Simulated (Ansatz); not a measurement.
BFHOSi (doublet)

Input file:

```
basis:
  gaussian:
    orbitals: def2-TZVPD
crystal:
  periodic: [false, false, false]
  atoms:
    - symbol: B
      position_ang: [-0.228275, 1.685714, 1.244966]
    - symbol: F
      position_ang: [-1.075673, 0.922442, -1.485342]
    - symbol: O
      position_ang: [-0.248427, 2.430232, 2.192486]
    - symbol: Si
      position_ang: [-0.002682, 0.498211, -0.335343]
    - symbol: H
      position_ang: [-0.190230, -0.940205, 0.005411]
total_charge: 0
magnetization:
  spin_polarized: true
  initial_magnetization: 1
hamiltonian:
  xc: {name: PBE0}
output:
  forces: true
  orbitals: {seedname: orbitals}
```

Launched as:

```sh
ansatz run input.yaml --threads 1 --pin off --max-ram 2610MiB --events-out events.jsonl --progress --plain --runs-dir runs
```

Geometry: B3LYP-D3(BJ)/def2-SVP.

Theory: Ansatz 0.2.0, isolated molecule in a Gaussian basis; Kohn-Sham density functional theory, functional PBE0.

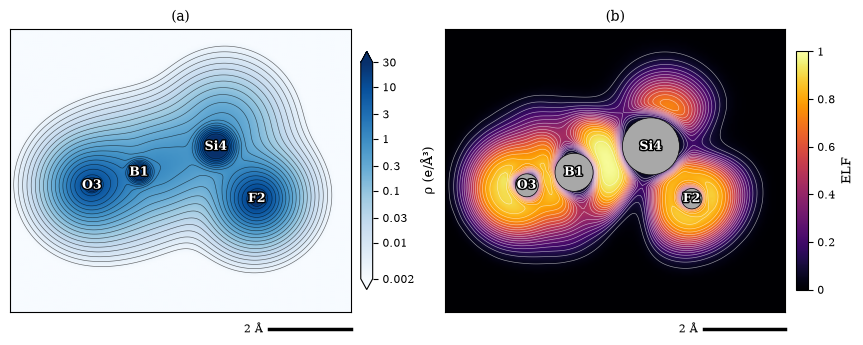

Figure 1. (a) total electron density; (b) ELF on the plane of atoms B1, Si4 and F2. Grey discs cover the atomic cores in the ELF map.

What does the map show?

Answer.
- The section cuts through B, F, O and Si sites.
- B–O (1.21 Å): ρ at the midpoint is about 3.1 e/Å³; the ELF peaks at about 0.85 between the atoms; a short, strongly polar bond.
- Si–F (1.63 Å): the density is about 1.1 e/Å³ at the midpoint; the ELF peaks at about 0.85 in the valence shell of F, 0.6 Å from its nucleus, and is about 0.50 at the midpoint.
- Si–B (1.99 Å): ρ is about 0.79 e/Å³ halfway; the ELF peaks at about 1 between the atoms, as expected for a covalent bond.
- The ELF also peaks beside F2 and O3, away from the bonds: non-bonding electrons, paired or unpaired.

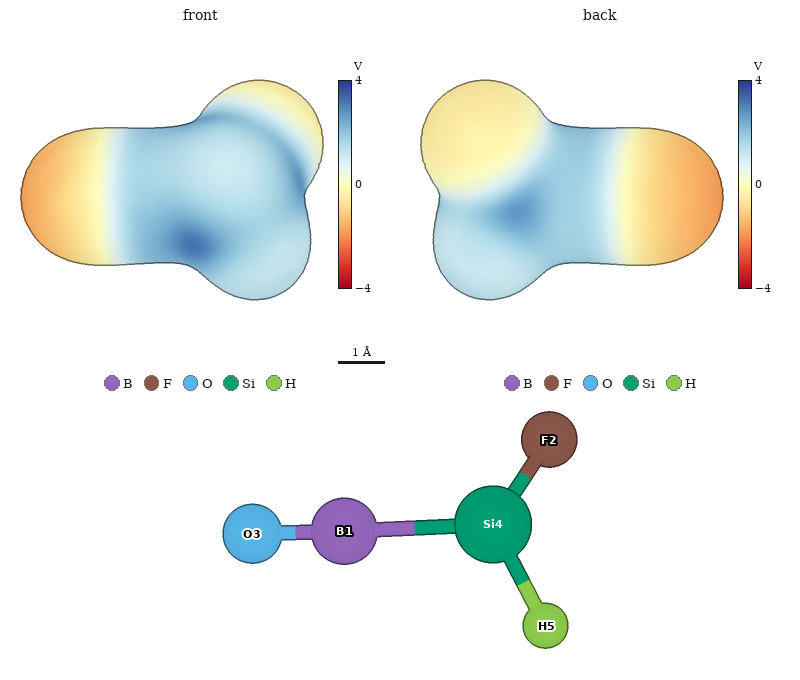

Figure 2. The electrostatic potential painted on the density surface at 0.004 e/bohr³, seen from the front and from behind; red is negative and blue positive. The bare structure is drawn below in the same view.

Describe the electrostatic potential map.

Answer. The most negative region (about −1.7 V) lies over O3, the most positive (about +3.1 V) over Si4. O3 is the likeliest acceptor of a hydrogen bond.

What dipole moment does the calculation give?

Answer. Its dipole moment is 2.97 D.

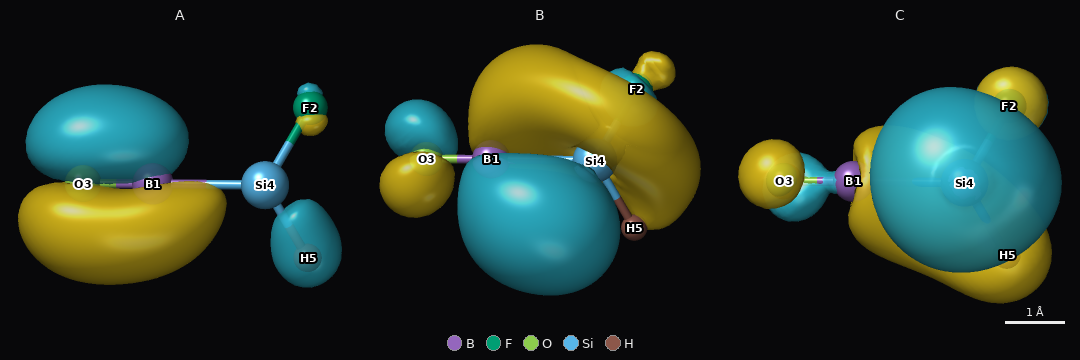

Figure 3. Three frontier orbitals at ±0.08 Å⁻³ᐟ² (yellow and cyan are the two phases), in no order.

Which picture is the HOMO−1, the HOMO and the LUMO? All are α orbitals.

Answer. A is the HOMO−1 (α) (−10.47 eV). Its weight (Hirshfeld) is mainly on O3 (about 70 %) and B1 (about 25 %); π-bonding across O3–B1. C is the HOMO (α) (−7.38 eV). It lies mainly on Si4 (about 70 %), B1 (about 10 %), F2 (about 10 %) and H5 (about 5 %). B is the LUMO (α) (−2.03 eV). Its weight (Hirshfeld) is mainly on Si4 (about 50 %), B1 (about 30 %), O3 (about 10 %) and F2 (about 10 %); π-bonding across Si4–B1.

What is the gap between the highest occupied and lowest empty α orbitals?

Answer. 5.35 eV between the orbital energies.

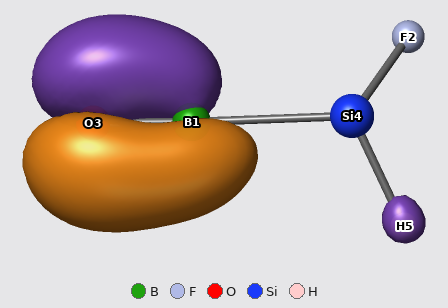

Figure 4. The HOMO−1 (α) at ±0.15 Å⁻³ᐟ² (orange and purple are the two phases), seen at a tilt.

What is the character of this orbital?

Answer. It lies mainly on O3 (about 70 %) and B1 (about 25 %); π-bonding across O3–B1. Its energy is −10.47 eV.
